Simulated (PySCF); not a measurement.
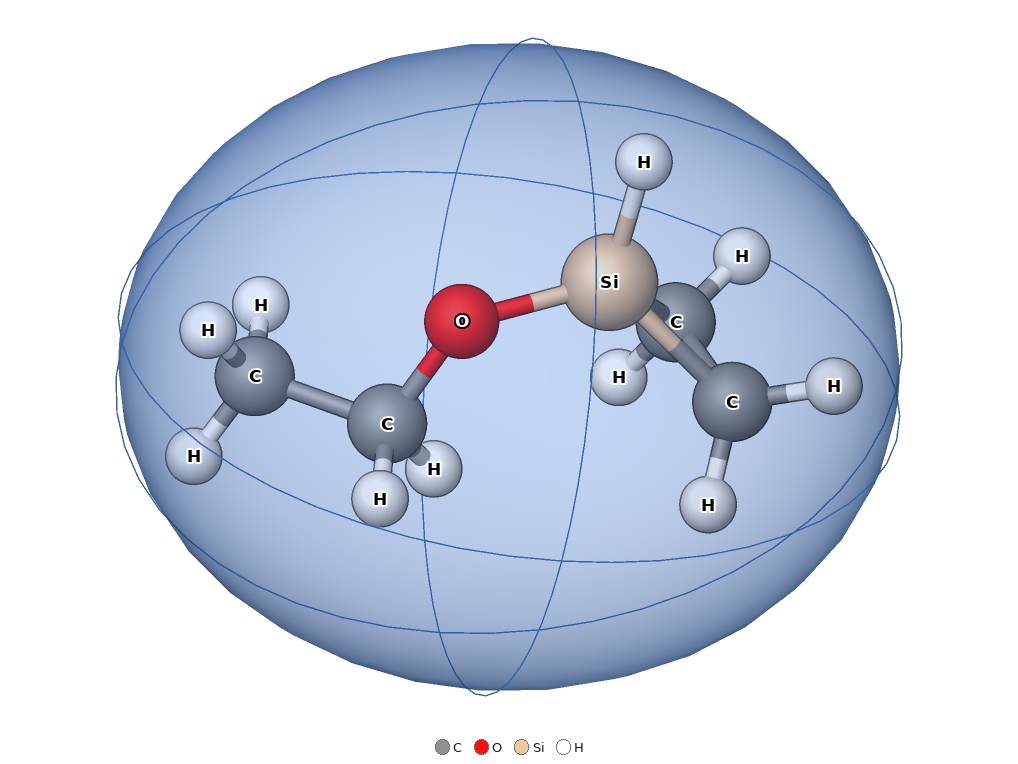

The ellipsoid shows the static dipole polarisability: its half-axes are proportional to the principal values. The geometry was computed by an optimisation with PBE0-D3(BJ)/def2-SVP. No frequency run is at hand to confirm it as a minimum. Computed with PBE0/aug-cc-pVDZ (PySCF 2.14.0).

How large and how anisotropic is the polarisability?

Answer. Principal values 71.4, 77.0, 91.3 bohr³; mean 79.9 bohr³ (11.84 Å³); anisotropy 17.8 bohr³, so the longest axis is 1.28 times the shortest.
